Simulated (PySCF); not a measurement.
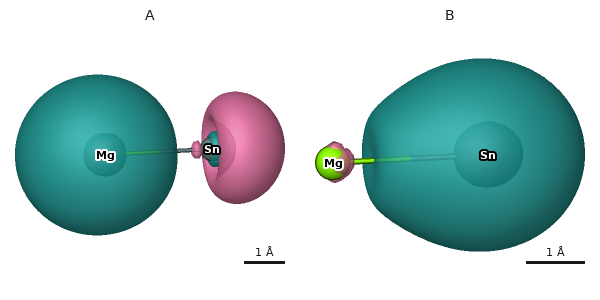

Figure 1: MgSn (triplet). Two frontier β-spin orbitals, each drawn at the value that holds 80 % of its norm (teal and pink are the two phases), in no order; of a degenerate pair one member is drawn.

⟨S²⟩ = 2.11, above the pure value of 2.00; core potentials replace the inner electrons of Sn.

These are results of PBE0/def2-SVP, non-relativistic Hamiltonian with scalar-relativistic core potentials where named, at a bond length of 2.787 Å in PySCF 2.14.0, not measurements.

> Name the orbitals and rank them from lowest to highest energy.

Orbital B: σ, occupied in this spin, −10.48 eV; mainly on Sn (90 %).
Orbital A: σ, occupied in this spin, −5.99 eV; mainly on Mg (75 %).
